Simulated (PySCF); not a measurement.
**C5H16OSi2 (SiHMe2(OSiMe3)): density, localisation and related maps**

```tsv
atom	x (Å)	y (Å)	z (Å)
Si	1.0293	1.4187	-0.2404
H	1.2046	1.7056	1.2239
C	2.6983	1.4150	-1.0808
H	3.2067	2.3842	-0.9567
H	2.5874	1.2208	-2.1592
H	3.3454	0.6307	-0.6591
C	-0.1069	2.7094	-0.9819
H	0.2961	3.7247	-0.8389
H	-1.1017	2.6703	-0.5111
H	-0.2352	2.5402	-2.0627
O	0.3472	-0.0864	-0.4213
Si	-0.6567	-1.1606	0.3741
C	0.3555	-2.0991	1.6420
C	-1.3527	-2.3213	-0.9170
C	-2.0313	-0.1978	1.2158
H	-0.2595	-2.8386	2.1792
H	0.7844	-1.4103	2.3871
H	1.1868	-2.6346	1.1573
H	-0.5431	-2.8539	-1.4397
H	-2.0166	-3.0726	-0.4605
H	-1.9332	-1.7657	-1.6699
H	-1.6202	0.5245	1.9394
H	-2.6272	0.3628	0.4780
H	-2.7151	-0.8664	1.7625
```

Geometry: PBE0-D3(BJ)/def2-SVP.

The calculation used PBE0/pcSseg-1, SCF density, gas phase, non-relativistic in PySCF.

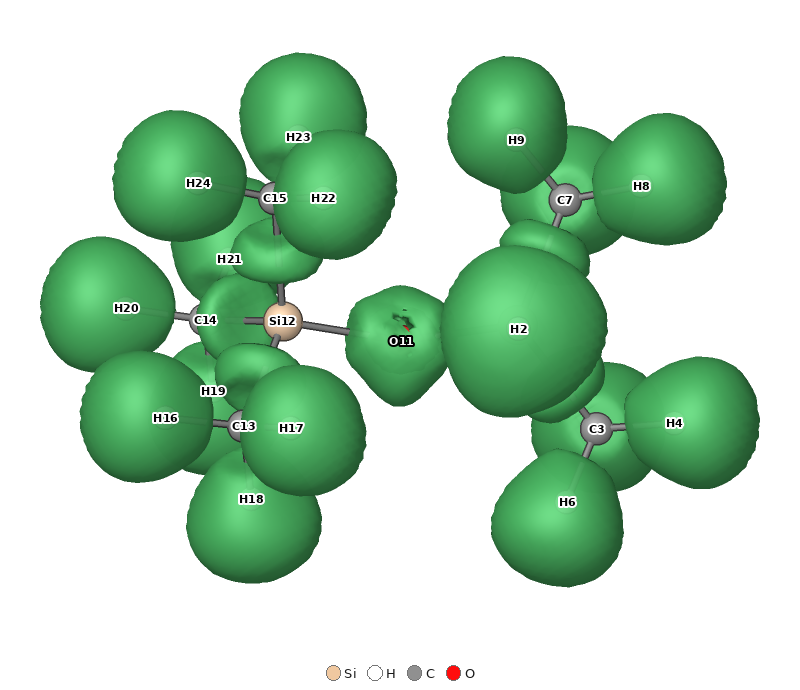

Figure 1. Isosurface of the ELF at 0.8 (green), seen across its widest extent. Core shells and regions of very low density are left out.

**Identify the bonds, lone pairs and shells in this picture.**

The ELF exceeds this value in five regions between bonded C–Si atoms (shared pairs), 16 regions around hydrogen nuclei and one region wrapped around O (its lone pairs, merged into a ring or cap).


Si–O (1.66 Å): the ELF peaks at about 0.85 between the atoms: a shared but strongly polarised pair. C–Si (1.87 Å): the ELF peaks at about 0.95 between the atoms (a shared electron pair).

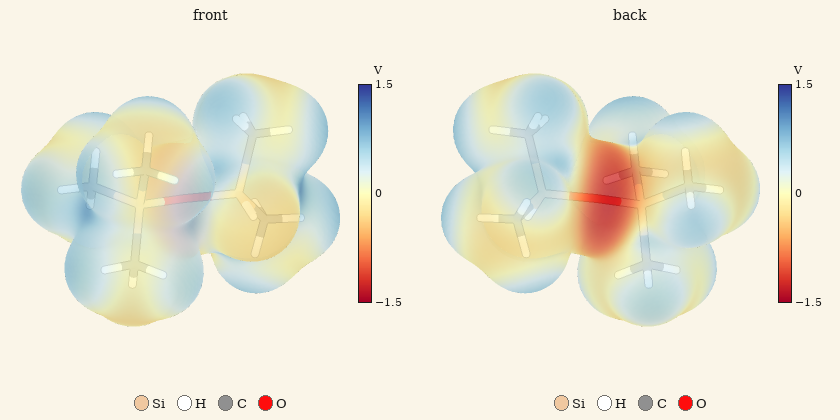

Figure 2. The molecular electrostatic potential painted on the density surface at 0.002 e/bohr³, seen from the front and from behind; red is negative and blue positive.

**Where is the surface potential most negative and most positive?**

The most negative region (about −1.2 V) lies over O11, the most positive (about +0.9 V) over Si1 and Si12. O11 is the likeliest acceptor of a hydrogen bond.

**What dipole moment does the calculation give?**

Its dipole moment is 0.34 D.

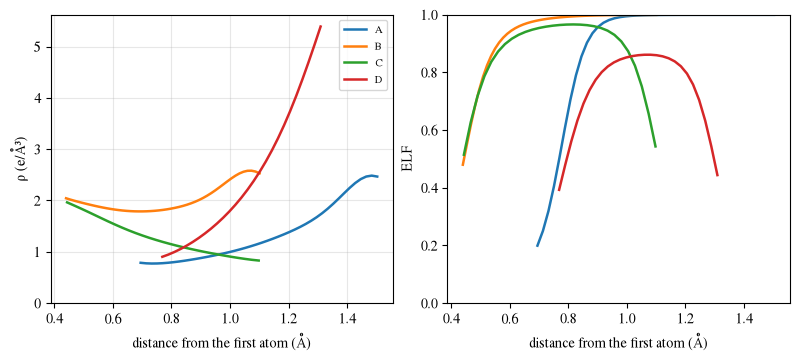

Figure 3. Electron density and ELF along straight lines between neighbouring atoms. The curves leave out the atomic cores.

**Which curve belongs to which contact (C–H, C–Si, Si–H and Si–O)? The first atom named is at distance zero.**

Curve A: Si–H (1.50 Å): ρ at the midpoint is about 0.77 e/Å³; the ELF climbs to about 1 towards the hydrogen, as it does in any bond to H. Curve B: C–H (1.10 Å): the density is about 1.9 e/Å³ at the midpoint; the ELF climbs to about 1 towards the hydrogen; a covalent bond by its length. Curve C: C–Si (1.87 Å): ρ is about 0.97 e/Å³ halfway; the ELF peaks at about 0.95 between the atoms (localised, covalent bonding). Curve D: Si–O (1.66 Å): ρ at the midpoint is about 1.1 e/Å³; the ELF peaks at about 0.85 between the atoms: a shared but strongly polarised pair.
